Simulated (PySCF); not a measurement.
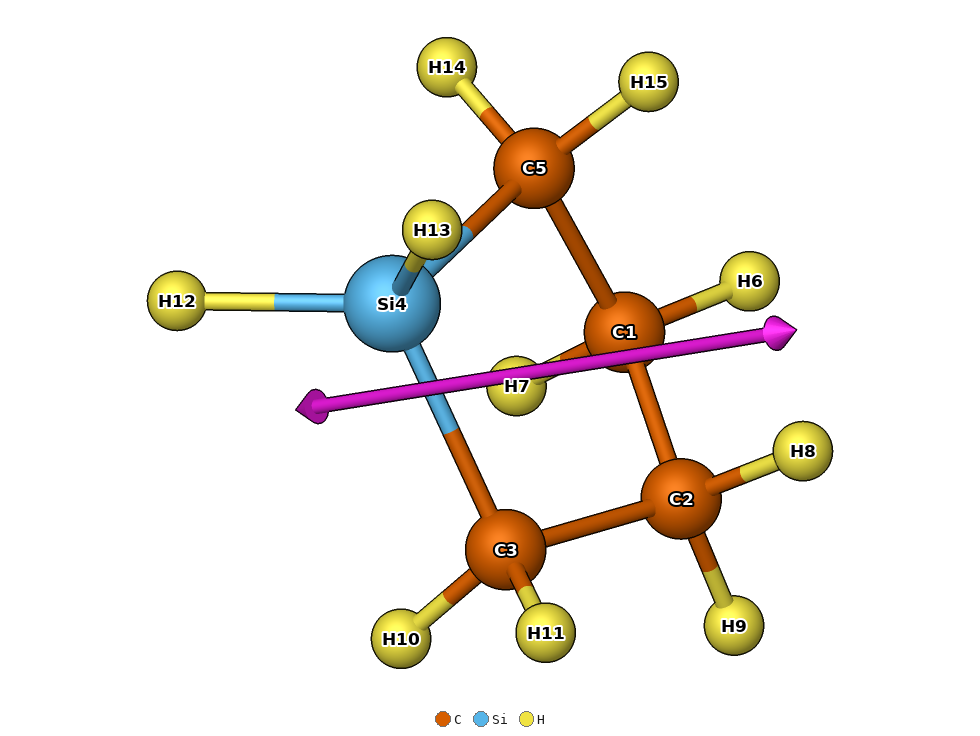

The double arrow shows the direction of the transition dipole to excited singlet state 7 (its length means nothing). The geometry was computed by an optimisation with PBE0-D3(BJ)/def2-SVP. No frequency run is at hand to confirm it as a minimum. Method: TDDFT HF/def2-SVPD, vertical, gas phase, core orbitals frozen in the response (PySCF 2.14.0).

> Give its energy, strength and character.

9.69 eV (128 nm), oscillator strength 0.046, of mixed character, with the largest part HOMO−2 → LUMO (weight 0.38); transition dipole 1.12 D.
